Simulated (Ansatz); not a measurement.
Si$_{4}$Mo

The calculation's input:

```
crystal:
  lattice:
    - [0.0, 3.987929839, 4.299163358]
    - [2.3786100869, 0.0, 4.299163358]
    - [2.3786100869, 3.987929839, 0.0]
  atoms:
    - { symbol: Si, position: [0.0, 0.5, 0.0] }
    - { symbol: Si, position: [0.1702903748, 0.8297096252, 0.1702903748] }
    - { symbol: Si, position: [0.8297096252, 0.1702903748, 0.8297096252] }
    - { symbol: Si, position: [0.5, 0.0, 0.5] }
    - { symbol: Mo, position: [0.5, 0.5, 0.5] }
basis:
  ecutwfc: 420
kpoints:
  mp_grid: { grid: [8, 8, 8] }
hamiltonian:
  xc: pbe
scf:
  occupations: { method: gaussian, width: 0.1 }
output:
  forces: true
  stress: true
  eigenvalues: true
  write_density: true
  write_potential: true
  elf: true
  volumetric_format: npy
relax:
  adjacent_minimum: "off"
  f_tol: 0.01
  max_steps: 80
  cell: { stress_tol: 0.05 }
```

Run with:

```sh
ansatz run input.yaml --threads 1 --pin off --max-ram 2560MiB --backend cpu --events-out ev --progress --plain --runs-dir out
```

Below, planes, directions and counts refer to the conventional cell (a = 4.75 Å, b = 7.96 Å, c = 8.58 Å, α = 90.00°, β = 90.00°, γ = 90.00°).

The fields are those of the relaxed geometry.

Space group Fmmm; a generated structure, not necessarily the stable one; computed without spin polarisation.

All numbers below come from Ansatz, DFT PBE, scalar-relativistic, plane waves, PAW.

**What will maps of the valence pseudo-density and electron localisation function show?**

Si–Mo (2.63 Å): ρ at the midpoint is about 0.4 e/Å³; the ELF peaks at about 0.90 in the valence shell of Si, 0.9 Å from its nucleus, and is about 0.50 at the midpoint.
Si–Mo (2.73 Å): ρ at the midpoint is about 0.33 e/Å³; the ELF peaks at about 0.75 in the valence shell of Si, 0.9 Å from its nucleus, and is about 0.40 at the midpoint.

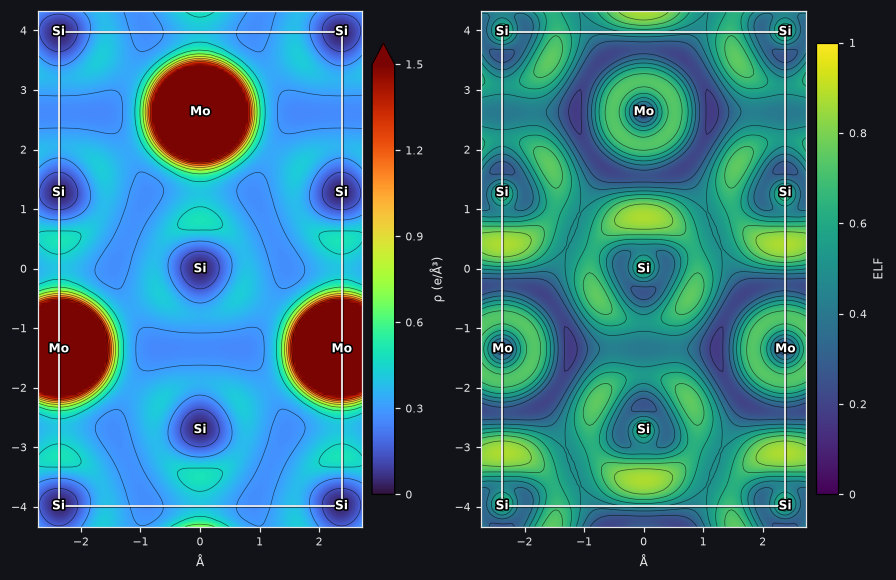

Computed valence pseudo-density and electron localisation function on the (001) plane of the conventional cell, in this order. 

Core electrons are frozen (PAW), and the valence fields are smoothed inside the atomic spheres.
